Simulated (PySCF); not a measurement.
**Two runs on BNH₄**

System: BNH₄ (Boranamine).
Method of run A: TDDFT PBE0/def2-TZVP, vertical, gas phase, core orbitals frozen in the response (PySCF 2.14.0).

The geometry comes from this level: PBE0-D3(BJ)/def2-SVP. Text and figures count atoms from 1; the logs count them from 0 in places.

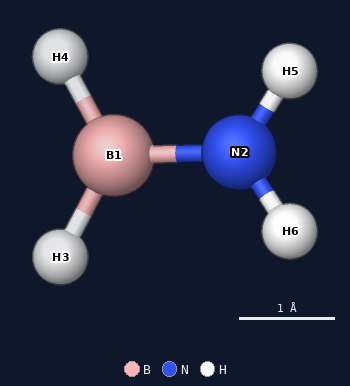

Fig. 1: The structure as given in the input (ball-and-stick view, seen at a tilt; atoms are numbered from 1 in the order of the input).

### The input, run A
```
{"job": {"kind": "uv", "xc": "PBE0", "basis": "def2-TZVP"}, "charge": 0, "multiplicity": 1}
B     -0.680986     0.028128    -0.017441
N      0.705094    -0.027518     0.003031
H     -1.310401    -1.005459    -0.023208
H     -1.226652     1.108352    -0.028656
H      1.293609     0.795552     0.009404
H      1.225576    -0.895076     0.013720
```

The first line tells a small driver script what to run in PySCF; the rest is the geometry in Å.

Hardware: 1 CPU thread, shared host.

### Output (run A)
```
coarse grid: 4632 points
cycle   1  E = -81.9421124123  dE = -3.652e-02  |g| = 3.242e-01  |ddm| = 1.532e+00
cycle   2  E = -81.9365411547  dE =  5.571e-03  |g| = 3.833e-01  |ddm| = 4.652e-01
cycle   3  E = -81.9675007197  dE = -3.096e-02  |g| = 5.597e-02  |ddm| = 2.383e-01
cycle   4  E = -81.9682499705  dE = -7.493e-04  |g| = 1.479e-02  |ddm| = 4.568e-02
cycle   5  E = -81.9683059580  dE = -5.599e-05  |g| = 1.229e-03  |ddm| = 9.638e-03
cycle   6  E = -81.9683064685  dE = -5.105e-07  |g| = 1.368e-04  |ddm| = 1.205e-03
final grid: 43688 points
cycle   7  E = -81.9628339447  dE = -2.355e-05  |g| = 5.754e-03  |ddm| = 2.201e-02
cycle   8  E = -81.9628275326  dE =  6.412e-06  |g| = 8.072e-03  |ddm| = 6.603e-03
cycle   9  E = -81.9628408007  dE = -1.327e-05  |g| = 5.826e-04  |ddm| = 3.779e-03
cycle  10  E = -81.9628408910  dE = -9.026e-08  |g| = 1.325e-04  |ddm| = 5.268e-04
cycle  11  E = -81.9628408958  dE = -4.810e-09  |g| = 1.266e-05  |ddm| = 1.176e-04
cycle  12  E = -81.9628408958  dE = -3.885e-11  |g| = 2.582e-06  |ddm| = 1.117e-05
converged SCF energy = -81.9628408958

Static polarisability (au): isotropic 24.429, principal 18.812 24.311 30.165

Singlet excitations
state   eV       nm        f      main configurations
  1   7.2170    171.8   0.00000   H-1->L 0.99
  2   8.0343    154.3   0.05008   H->L+1 0.99
  3   8.2156    150.9   0.19381   H->L 0.96
  4   8.5820    144.5   0.00224   H-1->L+1 0.99
  5   9.1815    135.0   0.00000   H->L+2 0.98
  6   9.4265    131.5   0.05597   H-2->L 0.97
  7   9.8795    125.5   0.03035   H-1->L+2 0.98
  8  10.2324    121.2   0.06131   H->L+3 0.97
  9  10.2823    120.6   0.07535   H-1->L+3 0.98
 10  10.7519    115.3   0.11569   H-2->L+1 0.96

Triplet excitations (Tamm-Dancoff, eV): 6.0120 6.5051 7.5930 8.3067
```

The input of run B differs as follows (lines with − go, lines with + come):
```diff
-"basis": "def2-TZVP"
+"basis": "def2-SVP"
```

What does this change do to the results?

The total energy of run B is 58.3 kcal/mol higher, which measures the change of basis and not a stability. The HOMO goes from −8.69 to −8.57 eV. The LUMO goes from 0.22 to 0.55 eV. The dipole moment goes from 2.00 to 2.23 D. The lowest excitation goes from 7.22 to 7.36 eV. The strongest computed line goes from 8.22 to 8.55 eV. The SCF takes 11 iterations against 12. The basis functions go from 86 to 48.

### Output (run B)
```
coarse grid: 4632 points
cycle   1  E = -81.8396068714  dE = -4.278e-02  |g| = 2.965e-01  |ddm| = 2.185e+00
cycle   2  E = -81.8381714172  dE =  1.435e-03  |g| = 3.281e-01  |ddm| = 5.054e-01
cycle   3  E = -81.8614631836  dE = -2.329e-02  |g| = 5.542e-02  |ddm| = 2.496e-01
cycle   4  E = -81.8622645185  dE = -8.013e-04  |g| = 9.924e-03  |ddm| = 5.397e-02
cycle   5  E = -81.8622923598  dE = -2.784e-05  |g| = 1.145e-03  |ddm| = 1.079e-02
cycle   6  E = -81.8622928183  dE = -4.585e-07  |g| = 4.379e-05  |ddm| = 1.654e-03
final grid: 43688 points
cycle   7  E = -81.8699258800  dE = -9.693e-06  |g| = 5.384e-03  |ddm| = 1.361e-02
cycle   8  E = -81.8699198416  dE =  6.038e-06  |g| = 7.613e-03  |ddm| = 8.553e-03
cycle   9  E = -81.8699324735  dE = -1.263e-05  |g| = 5.004e-04  |ddm| = 5.028e-03
cycle  10  E = -81.8699325532  dE = -7.964e-08  |g| = 5.745e-05  |ddm| = 5.904e-04
cycle  11  E = -81.8699325540  dE = -8.421e-10  |g| = 7.125e-06  |ddm| = 5.824e-05
converged SCF energy = -81.8699325540

Static polarisability (au): isotropic 21.111, principal 13.733 21.735 27.865

Singlet excitations
state   eV       nm        f      main configurations
  1   7.3598    168.5   0.00000   H-1->L 1.00
  2   8.5525    145.0   0.20756   H->L 0.97
  3   8.6360    143.6   0.02320   H->L+1 0.99
  4   9.2668    133.8   0.00007   H-1->L+1 0.99
  5   9.5516    129.8   0.06056   H-2->L 0.97
  6   9.8214    126.2   0.00000   H->L+2 1.00
  7  10.7795    115.0   0.07294   H-1->L+2 0.96
  8  11.4428    108.4   0.20170   H-2->L+1 0.95
  9  11.9043    104.2   0.01269   H->L+3 0.95
 10  12.2203    101.5   0.11394   H->L+4 0.90

Triplet excitations (Tamm-Dancoff, eV): 6.0265 6.6397 8.0932 8.4189
```

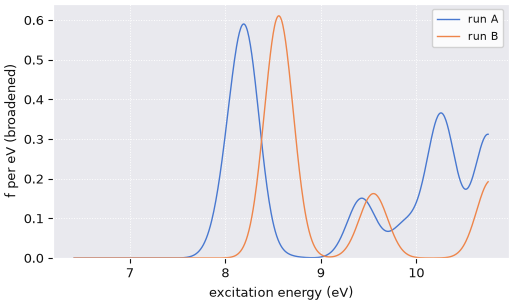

Fig. 2: Absorption of the two runs from their computed states, each broadened by a Gaussian of 0.35 eV full width; the range ends where the shorter list of states ends.

### The two runs side by side

| quantity | run A | run B |
| --- | --- | --- |
| outcome | converged | converged |
| total energy (hartree) | −81.962841 | −81.869933 |
| HOMO (eV) | −8.69 | −8.57 |
| LUMO (eV) | 0.22 | 0.55 |
| dipole moment (D) | 2.00 | 2.23 |
| lowest excitation (eV) | 7.22 | 7.36 |
| SCF iterations | 12 | 11 |
| strongest computed line (eV) | 8.22 | 8.55 |
| basis functions | 86 | 48 |
| wall time (shared host) | 2.1 s | 1.2 s |
